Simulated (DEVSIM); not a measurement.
Device: isotype n-n heterojunction Al0.4Ga0.6As/GaAs, at 300 K.

```
layer (left to right)      material  thickness (μm)  Nd (cm⁻³)  τn (s)  τp (s)
---------------------  ------------  --------------  ---------  ------  ------
1                      Al0.4Ga0.6As           0.180     2.3e17  1.9e-8  1.9e-8
2                              GaAs           0.300     2.8e16  1.9e-8  1.9e-8
```

Left contact: ohmic. Right contact: ohmic. Voltage is applied to the left contact. Recombination: SRH at mid-gap, Auger. Mobility is constant in doping.

The device is made up for the run: typed textbook-type constants, with dimensions and the other settings drawn at random. Values at 300 K.

```
parameter      Al0.4Ga0.6As    GaAs
-------------  ------------  ------
gap (eV)             1.9228   1.424
affinity (eV)         3.754    4.07
permittivity          11.76    12.9
Nc (cm⁻³)           7.93e17  4.7e17
Nv (cm⁻³)              9e18    9e18
μn (cm²/Vs)            3220    8500
μp (cm²/Vs)             158     400
Cn (cm⁶/s)            1e-30   1e-30
Cp (cm⁶/s)            1e-30   1e-30
```

Model (solved in DEVSIM): 1D drift-diffusion, Boltzmann statistics, complete ionisation; no tunnelling, impact ionisation, image-force lowering or self-heating. Band offsets follow the typed affinities; no thermionic-emission limit at abrupt steps, no polarisation charge.

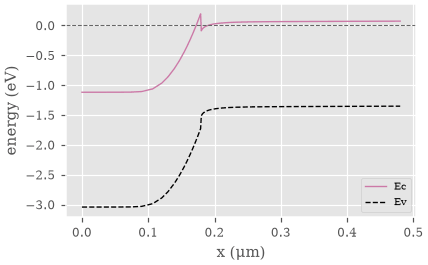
Figure. Band edges at 1.15 V on the left contact

Energies count from the Fermi level of the right contact; mesh points crowd at the junctions.

```tsv
x (μm)	Ec (eV)	Ev (eV)	n (cm⁻³)	p (cm⁻³)	field (V/cm)
0.000	-1.118	-3.041	2.3e17	< 1e2	130
0.003642	-1.118	-3.041	2.3e17	< 1e2	130
0.01048	-1.118	-3.041	2.3e17	< 1e2	130
0.02164	-1.118	-3.041	2.3e17	< 1e2	130
0.05055	-1.117	-3.040	2.3e17	< 1e2	260
0.09000	-1.106	-3.029	1.5e17	< 1e2	12000
0.1297	-0.861	-2.784	2.6e14	< 1e2	130000
0.1585	-0.348	-2.271	1.3e14	< 1e2	230000
0.1702	-0.056	-1.979	1.1e14	< 1e2	270000
0.1764	0.119	-1.804	1.0e14	< 1e2	290000
0.1800	-0.089	-1.513	9.9e18	< 1e2	270000
0.1855	-0.021	-1.445	7.0e17	< 1e2	65000
0.1933	0.012	-1.412	1.9e17	< 1e2	29000
0.2081	0.039	-1.385	7.0e16	< 1e2	11000
0.2450	0.059	-1.365	3.4e16	< 1e2	2300
0.2967	0.065	-1.359	2.9e16	< 1e2	640
0.3674	0.068	-1.356	2.8e16	< 1e2	420
0.4173	0.070	-1.354	2.8e16	< 1e2	400
0.4530	0.072	-1.352	2.8e16	< 1e2	400
0.4673	0.072	-1.352	2.8e16	< 1e2	400
0.4748	0.073	-1.351	2.8e16	< 1e2	400
0.4800	0.073	-1.351	2.8e16	< 1e2	400
```
